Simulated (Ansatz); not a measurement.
# CH5FOSn (SMILES [CH3][SnH]([OH])[F]): PBE0/def2-SVP (core potential)

Aim: the energy change on altering one bond length of CH5FOSn at PBE0/def2-SVP (core potential), from 2 runs. 

The calculation is run with Ansatz 0.2.0.

116 further runs of the same task are left out: 116 set aside as unsound or not needed.

## (1) The structure to begin with

CH5FOSn: 9 atoms, total charge 0, spin state singlet. As SMILES, `[CH3][SnH]([OH])[F]`. The shape is that of a PBE0-D4/def2-TZVP optimisation. This is one conformer, not always the lowest.

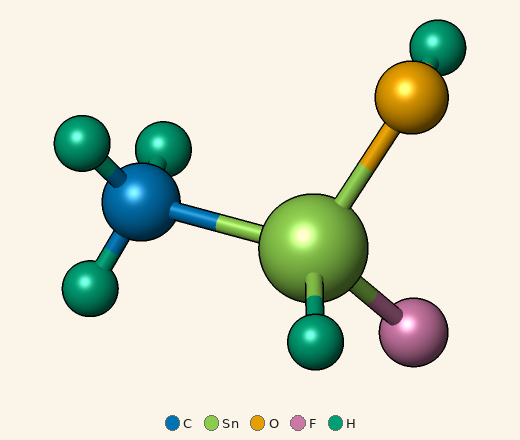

The structure, seen from a chosen angle (carbon blue, tin green, oxygen amber, fluorine pink, hydrogen teal).

## (2) A single-point energy at PBE0/def2-SVP (core potential)

File molecule.yaml:

```yaml
crystal:
  periodic: [false, false, false]
  atoms:
    - {symbol: C, position_ang: [-0.348000, 1.320900, -0.172600]}
    - {symbol: Sn, position_ang: [-0.271200, -0.757400, 0.237600]}
    - {symbol: O, position_ang: [1.527400, -1.346400, 0.725000]}
    - {symbol: F, position_ang: [-0.613200, -1.596000, -1.464600]}
    - {symbol: H, position_ang: [-1.361700, 1.603400, -0.455800]}
    - {symbol: H, position_ang: [-0.043600, 1.885400, 0.708500]}
    - {symbol: H, position_ang: [0.329800, 1.539100, -0.997600]}
    - {symbol: H, position_ang: [-1.308700, -1.477000, 1.371800]}
    - {symbol: H, position_ang: [2.177700, -1.218400, 0.030600]}
basis:
  gaussian:
    orbitals: def2-SVP
hamiltonian:
  xc: {name: PBE0}
accuracy: high
output: {orbitals: {seedname: orbitals}}
```

On the command line:

```sh
ansatz run molecule.yaml --threads 1 --pin off --max-ram 3480MiB --events-out events.jsonl --progress --plain --runs-dir runs
```

The log of the run:

```text
Warning: RAYON_NUM_THREADS=1 ignored (pool sized by the plan → 1); use --threads N
Functional definition: PBE0
  name "PBE0"
  parameter a = 0.25
  parameter kappa = 0.804
  parameter beta = 0.06672455060314922
  exchange = (1 - a)*pbe_x(kappa = kappa, mu = beta*pi^2/3) + a*exact_x
  correlation = pbe_c(beta = beta)
2210 factors; integrals over basis functions are off by at most 3.4e-9 eV
mean field evaluation 1: about -11694.3665 eV, gradient 7.0e1 eV
mean field evaluation 2: about -11680.6716 eV, gradient 1.1e2 eV
mean field evaluation 4: about -11703.8494 eV, gradient 5.1e0 eV
mean field evaluation 8: about -11704.0604 eV, gradient 3.6e-1 eV
mean field evaluation 16: about -11704.0606 eV, gradient 2.7e-5 eV
mean field -11704.06064383 eV, -430.1162953637 hartree, gradient 1.8e-8 eV, S^2 0.000000; 0 other end points of the search recorded, 0 dependent functions left out
reference -11704.06064683 eV, -430.1162954739 hartree; 25, 25 occupied and 68, 68 virtual orbitals, 2210 factors
Total energy: -11704.06064683 eV, -430.1162954739 hartree
```

Run time: 10 s. Hardware: 1 thread of Arm Neoverse V1, shared host; peak memory 0.34 GiB.

## (3) The distorted shape

File job.yaml:

```yaml
crystal:
  periodic: [false, false, false]
  atoms:
    - symbol: C
      position_ang: [-0.245395, 1.572492, 0.338083]
    - symbol: Sn
      position_ang: [-0.168595, -0.505808, 0.748283]
    - symbol: O
      position_ang: [1.630005, -1.094808, 1.235683]
    - symbol: F
      position_ang: [-0.613200, -1.596000, -1.464600]
    - symbol: H
      position_ang: [-1.259095, 1.854992, 0.054883]
    - symbol: H
      position_ang: [0.059005, 2.136992, 1.219183]
    - symbol: H
      position_ang: [0.432405, 1.790692, -0.486917]
    - symbol: H
      position_ang: [-1.206095, -1.225408, 1.882483]
    - symbol: H
      position_ang: [2.280305, -0.966808, 0.541283]
basis:
  gaussian:
    orbitals: def2-SVP
hamiltonian:
  xc: {name: PBE0}
accuracy: high
output: {orbitals: {seedname: orbitals}}
```

On the command line:

```sh
ansatz run job.yaml --threads 1 --pin off --max-ram 3480MiB --events-out events.jsonl --progress --plain --runs-dir runs
```

The log of the run, cut to the lines that bear on the results:

```text
Warning: RAYON_NUM_THREADS=1 ignored (pool sized by the plan → 1); use --threads N
[... 7 set-up lines as earlier in the session ...]
2171 factors; integrals over basis functions are off by at most 7.4e-9 eV
mean field evaluation 1: about -11691.2300 eV, gradient 7.4e1 eV
mean field evaluation 2: about -11647.5247 eV, gradient 1.7e2 eV
mean field evaluation 4: about -11702.0759 eV, gradient 1.1e1 eV
mean field evaluation 8: about -11702.2838 eV, gradient 3.4e-1 eV
mean field evaluation 16: about -11702.4310 eV, gradient 1.7e-4 eV
mean field -11702.43101552 eV, -430.0564076278 hartree, gradient 6.4e-8 eV, S^2 0.000000; 0 other end points of the search recorded, 0 dependent functions left out
reference -11702.43101854 eV, -430.0564077385 hartree; 25, 25 occupied and 68, 68 virtual orbitals, 2171 factors
Total energy: -11702.43101854 eV, -430.0564077385 hartree
```

It took 11 s on 1 thread of Arm Neoverse V1, shared host; peak memory 0.34 GiB.

## (4) Results

At PBE0/def2-SVP (core potential):

```
                                                          quantity          value
                                         first shape: total energy  -430.11630 Eh
                                          first shape: HOMO energy       -8.29 eV
                                          first shape: LUMO energy       -0.03 eV
                                        first shape: HOMO–LUMO gap        8.26 eV
                                     distorted shape: total energy  -430.05641 Eh
                                      distorted shape: HOMO energy       -7.78 eV
                                      distorted shape: LUMO energy       -1.86 eV
                                    distorted shape: HOMO–LUMO gap        5.92 eV
energy change with the Sn2–F4 bond stretched from 1.928 to 2.507 Å       1.630 eV
```

In words: With the Sn2–F4 bond stretched from 1.928 to 2.507 Å the energy rises by 1.63 eV (38 kcal/mol). The first shape isn't relaxed at this level, so the change isn't measured from a minimum.
